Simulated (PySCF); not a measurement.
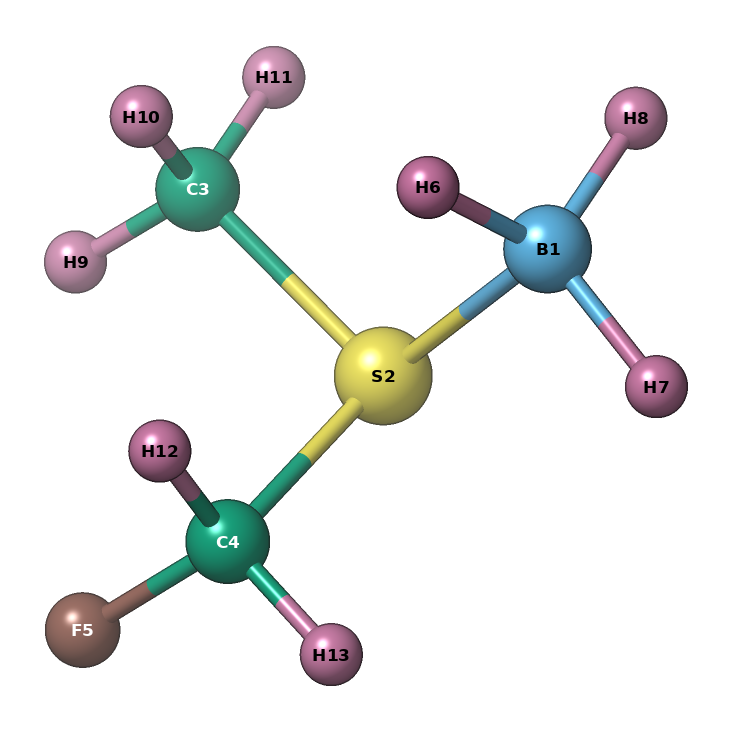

Distant atoms are faded towards the background colour. The geometry was computed by an optimisation with PBE0-D3(BJ)/def2-SVP. No frequency run is at hand to confirm it as a minimum.

### Which atoms or bonds are stereogenic?

Centres: S2.

### Assign CIP descriptors.

S2: R.

### Give a SMILES with the stereochemistry.

[BH3-][S@+](C)CF
